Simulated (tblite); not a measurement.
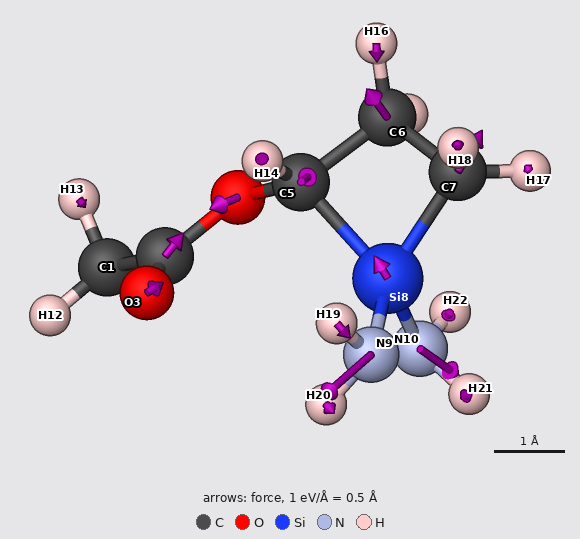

Starting geometry of C₅H₁₂N₂O₂Si with the computed forces as purple arrows. The picture is a ball-and-stick view, seen at a tilt.

Level of theory: tblite 0.8.0, GFN2-xTB geometry optimisation, gas phase. 

What follows when this structure is relaxed?

It isn't relaxed: the largest force vector, on an N atom, is 2.99 eV/Å. The final displacements have little in common with the starting forces (cosine between the two patterns 0.18). Over 125 geometry steps the energy falls by 16.9 kcal/mol. The atom that moves furthest after the best rigid fit is an O atom (0.82 Å). Largest moves by element: O 0.82 Å, H 0.72 Å, N 0.39 Å, C 0.33 Å, Si 0.16 Å. Near-neighbour distances that change, for instance: C–Si 1.843 → 1.924 Å, N–Si 1.660 → 1.720 Å, C–Si 1.884 → 1.927 Å, C–C 1.570 → 1.531 Å. Among the angles between lasting bonds that change: Si–N–H 108.4° → 117.9°, Si–N–H 111.2° → 119.4°, Si–N–H 110.3° → 117.2°. Groups turn about C–C by about 30°, C–O by about 25°. Cost: 1 s on 1 thread of Arm Neoverse V2, on a shared host.
